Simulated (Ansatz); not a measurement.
Formation energy of the bound charge states of As on the N site in wurtzite AlN (start: the N site; 96-site cell, 2×2×2 shifted sampling) against the Fermi level, Al-rich (Δμ(N) = -2.74 eV, Δμ(As) = -0.97 eV, bounded by zinc-blende AlAs; only phases computed here count, gases as isolated molecules at 0 K). Level of theory: PBE, PAW (plane waves to 420 eV; Ansatz, a quantum-chemistry and plane-wave program).

Set-up: 96-site cell; 2×2×2 shifted k-points; host gap 4.03 eV; charged states image-corrected; energies good to tenths of an eV; flagged in the runs: a host whose relaxation on this sampling wasn't shown to rest, a strain field that reaches the edge of the cell.

Left out: charge −1 (carrier in host band states).

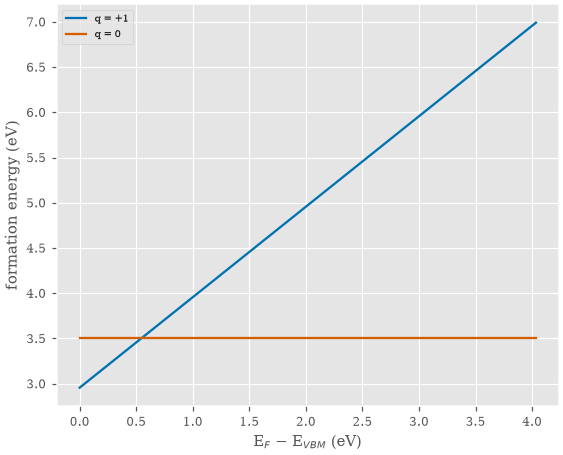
Figure: Formation energy of each charge state against the Fermi level

Crossings of the lowest lines: (+1/0) at 0.55 eV. At the valence-band maximum: q = +1: 2.96 eV; q = 0: 3.50 eV.
